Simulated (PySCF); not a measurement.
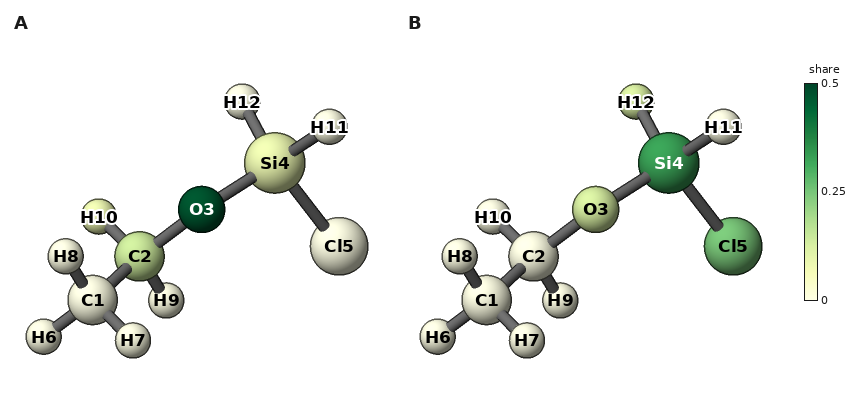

Each panel colours the atoms by their Löwdin share in one orbital (up to four of the largest shares; other atoms are shown as zero). The geometry was computed by an optimisation with PBE0-D3(BJ)/def2-SVP. No frequency run is at hand to confirm it as a minimum. Level of theory: ωB97X-D/def2-SVPD (PySCF 2.14.0).

**The panels show the HOMO, LUMO, in some order. Which is which?**

A: HOMO, −10.43 eV; O3 0.47, C2 0.14, Si4 0.09, H10 0.08
B: LUMO, 2.00 eV; Si4 0.33, Cl5 0.25, O3 0.12, H12 0.12
